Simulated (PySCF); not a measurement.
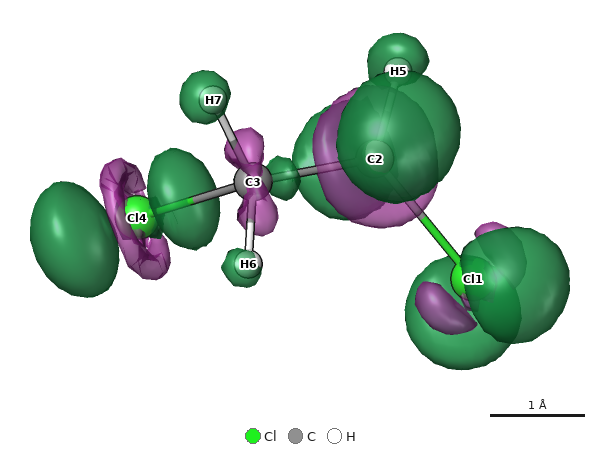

C2H3Cl2, doublet, SMILES `Cl[CH]CCl`. Fukui function f⁻ = ρ(N) − ρ(N−1) at fixed geometry, surfaces at ±0.04 e/Å³ (green positive, purple negative).

Computed with PySCF, PBE/def2-SVPD, geometry: GFN2-xTB. No frequency check shows the geometry to be a minimum. GFN2-xTB bond lengths at metals and heavier atoms can be off by up to 0.1 Å and shapes distorted, which carries into these values. GFN2-xTB doesn't know the spin state, so this open-shell geometry is rough.

Cartesian coordinates (Å):

```
Cl1     -1.8463   -0.3596   -0.0791
C2      -0.6409    0.7096    0.4243
C3       0.5440    0.8920   -0.3669
Cl4      1.8356   -0.4164    0.0662
H5      -0.6885    1.0163    1.4548
H6       0.3922    0.7450   -1.4324
H7       1.0599    1.8225   -0.1478
```

Which atoms respond most to the removal of an electron?

Answer. f⁻ (Hirshfeld-condensed) is largest on Cl1 (0.32), Cl4 (0.26) and C2 (0.22); the vertical ionisation energy is 8.63 eV (to the singlet cation, which needn't be its lowest state). Condensed values hint at sites of electrophilic attack but needn't mark the atom that reacts. Orbital relaxation makes it negative in places (0.16 e in all).

```csv
atom,f⁻,charge
Cl1,+0.32,0.00
C2,+0.22,−0.01
C3,+0.04,−0.03
Cl4,+0.26,−0.14
H5,+0.08,+0.06
H6,+0.04,+0.05
H7,+0.05,+0.06
```
